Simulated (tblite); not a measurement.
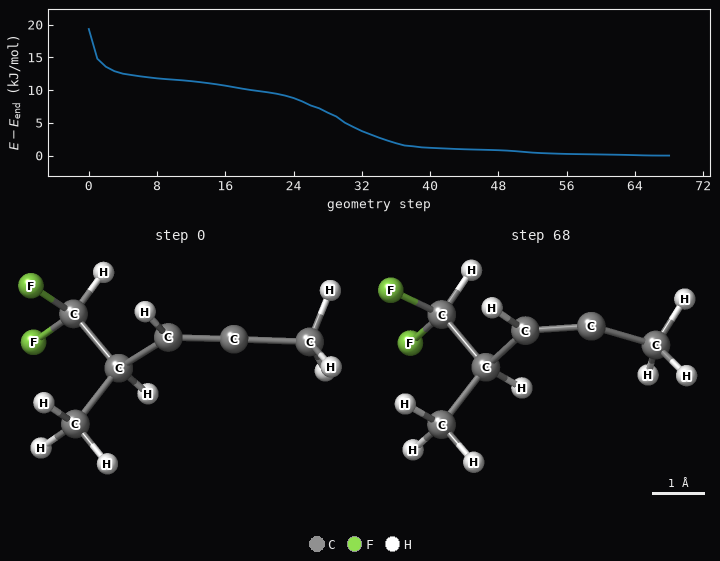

First and last geometry of a relaxation of C6H9F2 (multiplicity 2), with the history of the run. The picture is a ball-and-stick view, seen at a tilt.

Level of theory: GFN2-xTB geometry optimisation, gas phase (tblite 0.8.0). 

Q: What do the curves and the structures tell?

A: It converged. After 68 geometry steps the energy has fallen by 19.3 kJ/mol. An H atom moves most after the best rigid fit: 0.75 Å. By element the largest moves are H 0.75 Å, C 0.49 Å, F 0.34 Å. Among the contacts that change: C–C 1.479 → 1.452 Å, C–C 1.542 → 1.526 Å, C–C 1.522 → 1.531 Å, C–H 1.097 → 1.088 Å. Among the angles between lasting bonds that change: C–C–C 178.8° → 144.5°, C–C–H 106.6° → 110.3°, C–C–C 111.9° → 108.5°.

```csv
step,"E − E(0), kJ/mol"
0,0.00
1,-4.54
2,-5.77
3,-6.44
4,-6.83
5,-7.03
6,-7.23
7,-7.39
8,-7.54
9,-7.66
10,-7.75
13,-8.11
16,-8.66
19,-9.33
22,-9.89
25,-11.06
28,-12.79
31,-14.98
34,-16.61
37,-17.81
41,-18.22
44,-18.38
47,-18.48
50,-18.67
53,-18.96
56,-19.09
59,-19.16
62,-19.22
65,-19.31
68,-19.35
```
